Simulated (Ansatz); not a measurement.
# F₂GaH₂NO: what the fields show

```csv
atom,x (Å),y (Å),z (Å)
F,-0.3905,-2.7983,1.7649
F,1.1619,-2.4496,-0.7825
Ga,0.3428,-1.7577,0.5931
N,1.0431,0.7699,-0.2799
O,0.4180,0.0109,0.7358
H,1.7272,0.1807,-0.7613
H,0.3170,0.9717,-0.9708
```

Geometry: PBE0-D3(BJ)/def2-SVP.

All numbers below come from Ansatz, isolated molecule in a Gaussian basis; Kohn-Sham density functional theory, functional PBE0.

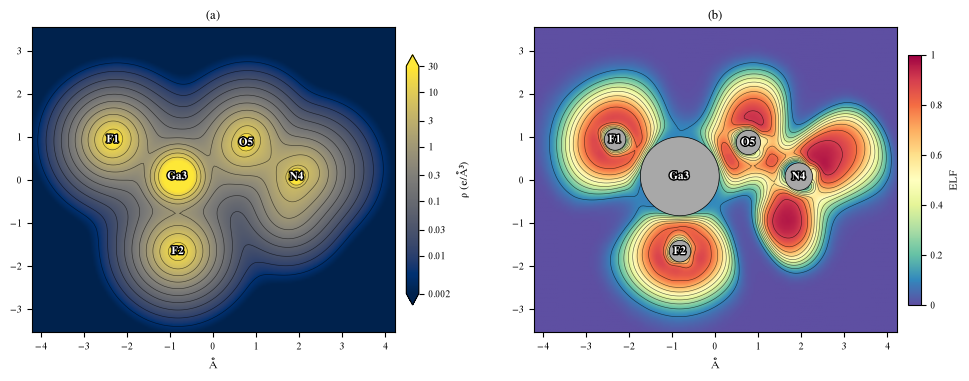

Figure 1. (a) total electron density; (b) electron localisation function on the plane of atoms Ga3, O5 and N4. Grey discs cover the atomic cores in the ELF map.

What do the fields say about this system?

The plane passes through F, Ga, N and O nuclei.
N–O (1.41 Å): ρ at the midpoint is about 2.1 e/Å³; the ELF peaks at about 0.85 between the atoms (a covalent bond).
Ga–F (1.73 Å): ρ at the midpoint is about 0.96 e/Å³; the ELF peaks at about 0.80 in the valence shell of F, 0.5 Å from its nucleus, and is about 0.20 at the midpoint.
Ga–O (1.78 Å): ρ is about 0.96 e/Å³ halfway; the ELF peaks at about 0.85 in the valence shell of O, 0.6 Å from its nucleus, and is about 0.25 at the midpoint.
The ELF also peaks beside F2, N4, F1 and O5, away from the bonds: lone-pair regions.

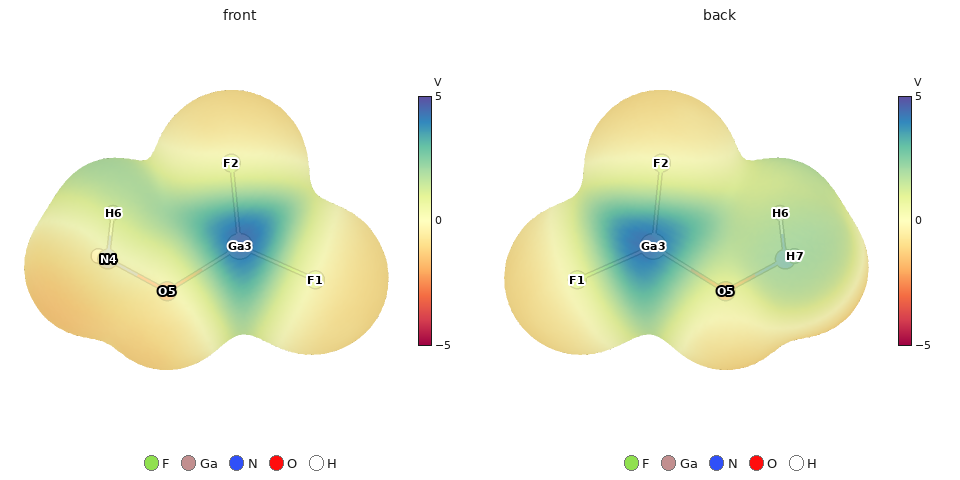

Figure 2. The electrostatic potential painted on the density surface at 0.002 e/bohr³, seen from the front and from behind; the colour scale runs from red (negative) to blue (positive).

Which sites attract a positive test charge, and which a negative one?

A positive charge is drawn to the negative regions and a negative charge to the positive ones. The most negative region (about −1.5 V) lies over N4, the most positive (about +4.2 V) over Ga3. N4 is the likeliest acceptor of a hydrogen bond.

How polar is the molecule by this calculation?

Its dipole moment is 1.63 D.

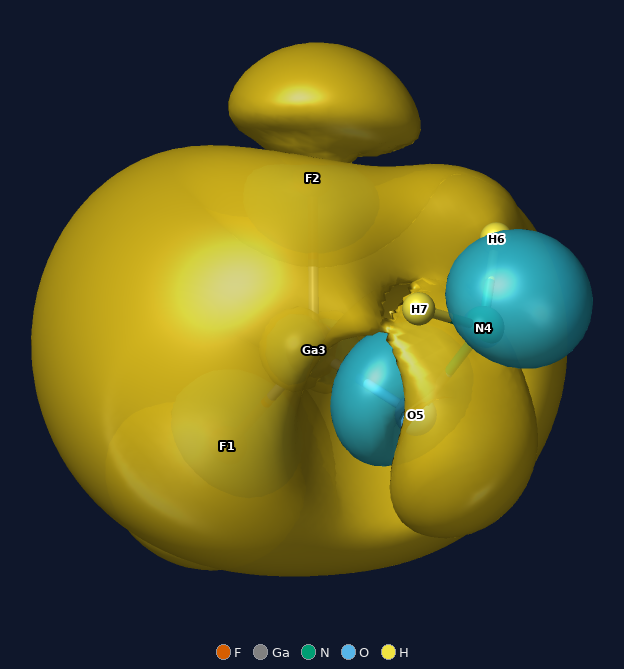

Figure 3. The LUMO at ±0.05 Å⁻³ᐟ² (yellow and cyan are the two phases), seen at an oblique angle.

Where does this orbital lie, and at what energy?

By Hirshfeld shares it lies mainly on Ga3 (about 60 %), O5 (about 10 %), F1 (about 10 %) and F2 (about 10 %). Its energy is −2.19 eV.

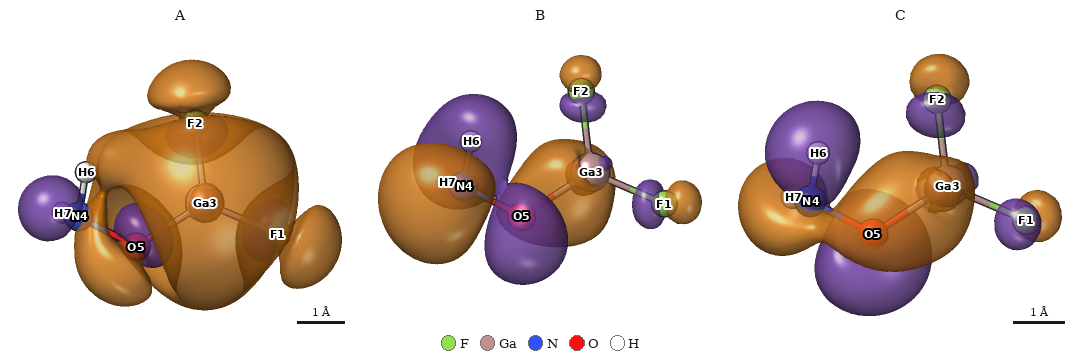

Figure 4. Three frontier orbitals at ±0.05 Å⁻³ᐟ² (orange and purple are the two phases), in no order.

Which picture is the HOMO−1, the HOMO and the LUMO?

C is the HOMO−1 (−9.51 eV). It lies mainly on O5 (about 65 %), N4 (about 15 %) and Ga3 (about 10 %); largely a lone pair of O5. B is the HOMO (−7.48 eV). By Hirshfeld shares it lies mainly on N4 (about 55 %), O5 (about 25 %) and Ga3 (about 5 %); π-antibonding (π*) across N4–O5. A is the LUMO (−2.19 eV). It lies mainly on Ga3 (about 60 %), O5 (about 10 %), F1 (about 10 %) and F2 (about 10 %).

What is the HOMO–LUMO gap?

5.29 eV between the orbital energies.
